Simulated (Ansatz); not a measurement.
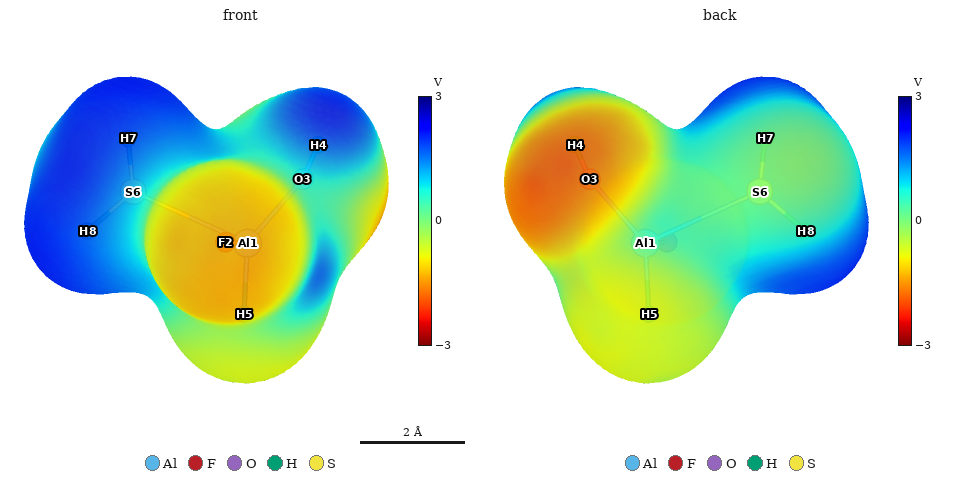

The picture shows: AlFH$_{4}$OS. The molecular electrostatic potential painted on the density surface at 0.002 e/bohr³, seen from the front and from behind; red is negative and blue positive.

Theory: RKS PBE-D4/6-31G* (Ansatz).

```xyz
8

Al   -0.0431   -0.0863    0.0470
F     0.1091   -0.9004    1.5154
O     1.3374   -0.0613   -1.0055
H     2.1490   -0.5009   -0.6968
H    -1.4941    0.0992   -0.5845
S     0.1941    2.3046    1.0173
H     1.2827    2.0764    1.7983
H    -0.6645    2.2089    2.0674
```

> Which sites attract a positive test charge, and which a negative one?

A positive charge is drawn to the negative regions and a negative charge to the positive ones. The most negative region (about −1.9 V, or −44 kcal/mol for a unit charge) lies over O3, the most positive (about +2.1 V, or +48 kcal/mol for a unit charge) over H4, S6, H7 and H8. O3 is the likeliest acceptor of a hydrogen bond.
